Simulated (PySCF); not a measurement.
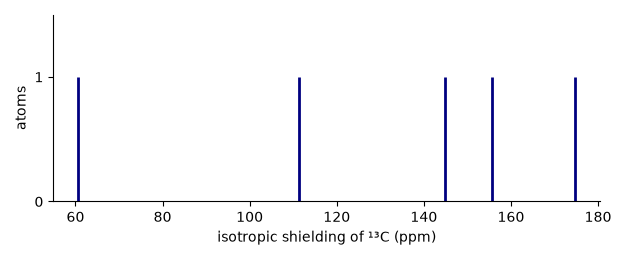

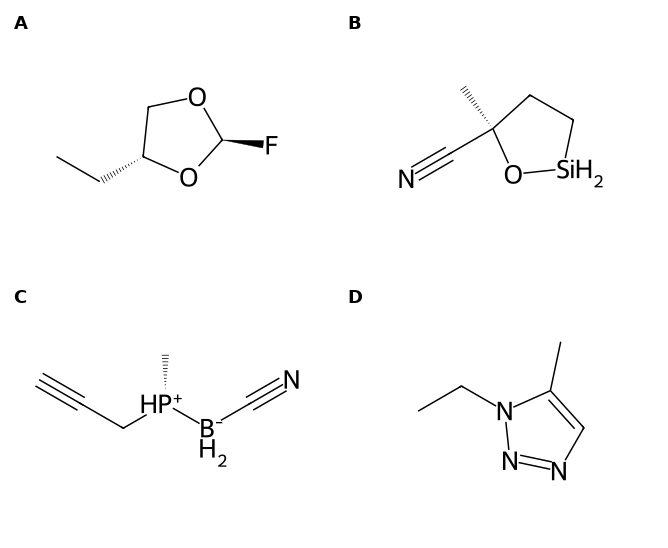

The sticks are computed shieldings of one of the molecules, for one fixed geometry (GFN2-xTB) without averaging over rotations. Low shielding means a high chemical shift. Method: GIAO PBE0/pcSseg-1 NMR shielding, non-relativistic, gas phase (PySCF 2.14.0).

### Which molecule gives this pattern?

B, `C[C@]1(C#N)CC[SiH2]O1`. Its 5 C atoms give lines at 60.6, 111.4, 144.9, 155.6, 174.7 ppm.

The geometry is semi-empirical. Around B, P, Si such bond lengths and angles can be off by a tenth of an ångström or more and by several degrees, and values that hang on the shape move with them.
